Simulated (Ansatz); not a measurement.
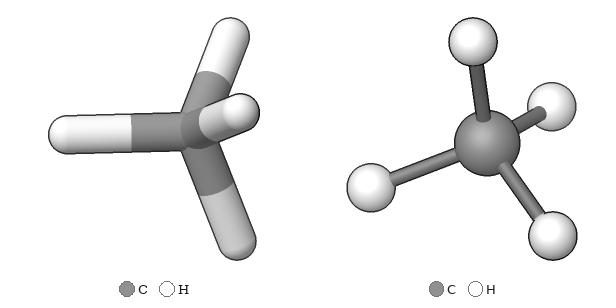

Two views of one molecule.

Computed geometry: PBE0-D4/def2-TZVP optimisation.

> Which formula does it have?

CH4, 5 atoms: 1 carbon and 4 hydrogen.

> Count the bonded pairs by element.

4 C–H. Sticks follow a distance rule.

The parts below concern this one geometry. Atoms keep their numbers from picture to picture.

### Thermal motion

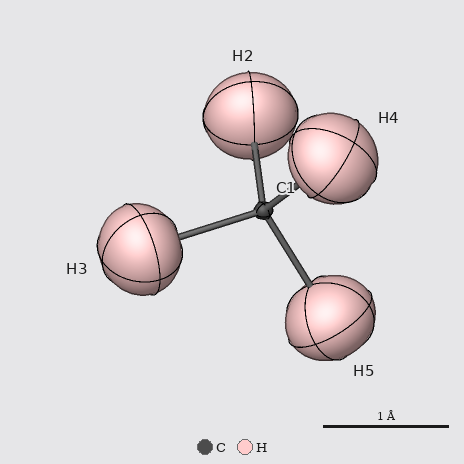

Displacement ellipsoids at the 50 % level, enlarged 3 times, from the internal vibrations of the free molecule (harmonic, no overall translation or rotation; no half-axis is drawn under 0.075 Å). Vibrations computed with RKS PBE0-D4/def2-TZVP (Ansatz 0.2.0). Temperature: 298 K.

> Which atom has the largest mean-square displacement?

H2, H3, H4, H5, with U_eq = 0.0061 Å².

Give the displacement parameters, one line for each set of equivalent atoms.

```tsv
atom	U_eq (Å²)	rms amplitudes (Å)
C1	0.00021	0.014, 0.014, 0.014
H2, H3, H4, H5	0.0061	0.071, 0.082, 0.082
```

### Electronic properties

Properties computed with RKS PBE0-D4/def2-TZVPP (Ansatz 0.2.0).

What does the calculation give?

- HOMO energy (Kohn–Sham orbital): −10.98 eV
- LUMO energy (Kohn–Sham orbital): 1.70 eV
- HOMO–LUMO gap: 12.68 eV

### Vibrations

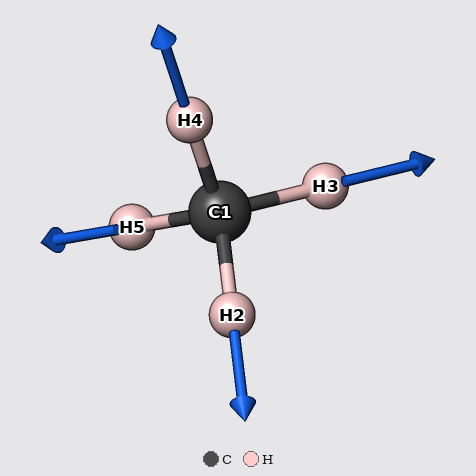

The arrows show one normal mode. Harmonic vibrations computed with RKS PBE0-D4/def2-TZVP (Ansatz 0.2.0) at a stationary point of the same level.

> Describe the motion.

Mostly in-phase stretching of 4 C–H bonds.

> At what wavenumber does it lie?

3046 cm⁻¹; it is mode 6 of 9 counted from the lowest.

### Charges

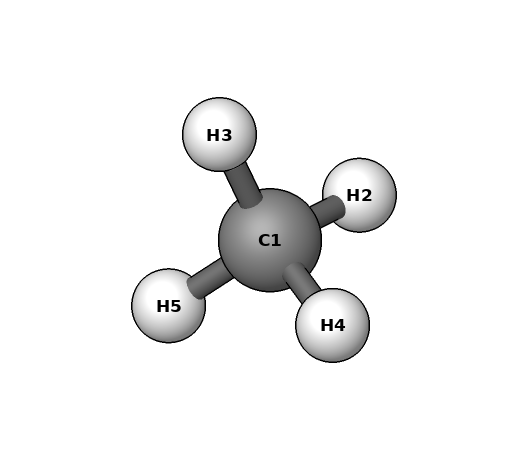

The questions are on Mulliken charges. Method: RKS PBE0-D4/def2-TZVP (Ansatz 0.2.0).

List the Mulliken charges.

```
atom  value (e)
  C1      −0.53
  H2       0.13
  H3       0.13
  H4       0.13
  H5       0.13
```

Mulliken values depend strongly on the basis set and can even reverse the polarity of a bond.
